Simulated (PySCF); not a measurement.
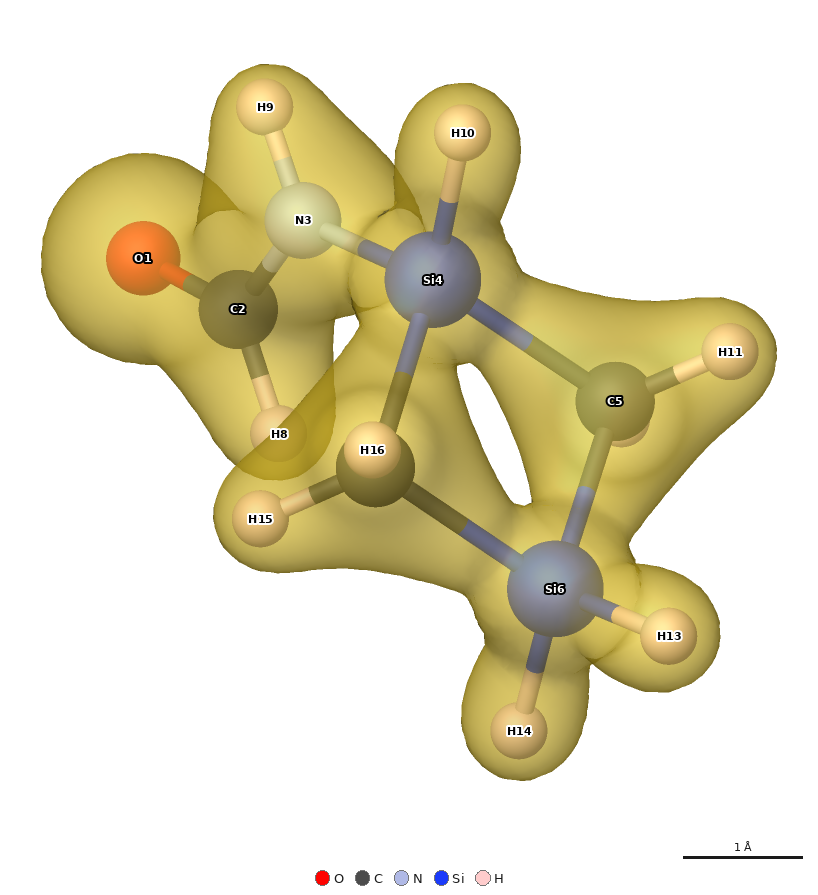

Figure. C3H9NOSi2 (charge −1, doublet). Isosurface of the electron density at 0.5 e/Å³ (yellow), seen at an oblique angle.

Geometry: GFN2-xTB.

These are results of UKS B3LYP, pcH-1 on C H N O Si, non-relativistic, mean-field spin-orbit, GIAO (PySCF 2.14.0, density-fitted response routines), not measurements.

```tsv
atom	x (Å)	y (Å)	z (Å)
O	3.6057	0.1480	1.1058
C	2.3996	0.1456	0.7784
N	1.8893	-0.5316	-0.2840
Si	0.2419	-0.6210	-0.8111
C	-0.6833	1.0790	-0.9519
Si	-1.9839	0.6333	0.4030
C	-1.0868	-1.0717	0.5305
H	1.6343	0.7057	1.3348
H	2.5954	-1.0491	-0.7850
H	0.3046	-1.4737	-2.0097
H	-1.1149	1.2806	-1.9361
H	-0.0685	1.9498	-0.7141
H	-3.3761	0.5682	-0.0778
H	-1.9702	1.4647	1.6135
H	-0.6794	-1.2904	1.5201
H	-1.7152	-1.9286	0.2723
```

> Which contacts does the surface bridge?

At this value the surface is in one piece. It bridges the sampled C–O (1.25 Å), C–N (1.36 Å), Si–N (1.73 Å) and C–Si (1.93 Å) contacts, where the density stays above the isovalue. On the grid the lowest density along these lines, outside the cores, is 2.6 e/Å³ (C–O, 1.25 Å), 2.2 e/Å³ (C–N, 1.36 Å), 0.89 e/Å³ (Si–N, 1.73 Å) and 0.72 e/Å³ (C–Si, 1.93 Å).
